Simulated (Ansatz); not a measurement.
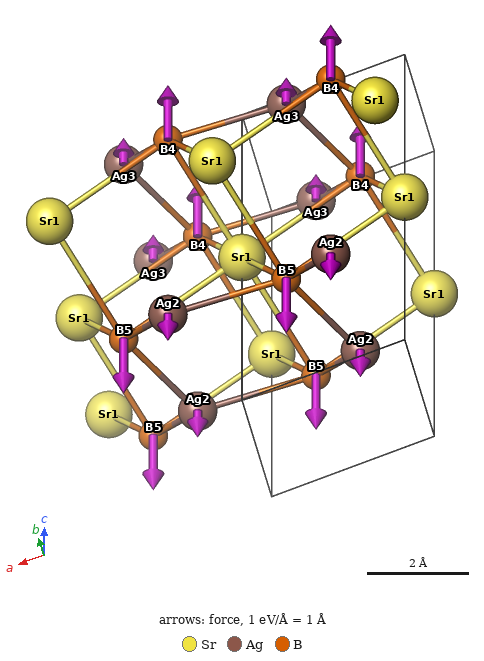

Starting geometry of crystalline SrAg$_{2}$B$_{2}$ (a generated structure, set up in P-3m1) (coarse preliminary run) with the computed forces as purple arrows. The picture is a ball-and-stick view of the cell of the calculation, repeated 2 × 2 × 1 with one cell outlined, seen from a free direction.

Computed with Ansatz 0.2.0, DFT PBE, scalar-relativistic, plane waves, PAW. Set-up: plane-wave cutoff 420 eV; k-point mesh 6 × 6 × 4; occupations gaussian; smearing width 0.1 eV; no spin polarisation; cell and atoms relaxed; force threshold 0.04 eV/Å; at most 70 steps.

Is this structure relaxed? If not, where do the atoms go?

It isn't relaxed: the largest force vector, on B atoms, is 1.23 eV/Å. The atoms end up moving mostly along the starting forces (cosine between the two patterns 0.99). The largest moves relative to the cell, 0.26 Å, are those of B4 and B5. B4 goes along +c. By element the largest moves are B 0.26 Å, Ag 0.09 Å. Sr stays in place. Cell: a = b 4.105 → 3.870 Å (−5.7 %), c 6.405 → 6.912 Å (+7.9 %). Volume −4.1 %. Near-neighbour distances that change, for instance: Ag2–B5 2.450 → 2.291 Å, Ag2–B4 2.479 → 2.326 Å, Sr1–B4 2.889 → 3.026 Å, Ag2–Ag3 3.010 → 2.882 Å. Among the angles between lasting bonds that change: B4–Sr1–B4 90.5° → 79.5°, B4–Sr1–B5 89.5° → 100.5°. The space group stays P-3m1 (No. 164). After 4 accepted moves (5 points after the start) the energy has fallen by 130 meV per atom. Largest force component: 1.2 eV/Å at the start, 0.016 eV/Å at the end. Pressure: −3.38 GPa at the start and 0.17 GPa at the end. At 1 point the geometry stayed and the basis and grid were re-selected for the new cell (energy shift of less than 0.05 meV per atom at most each time). The run took 17 s on 1 thread of Intel(R) Xeon(R) Platinum 8488C (Sapphire Rapids), on a shared host, peak memory 0.46 GiB.
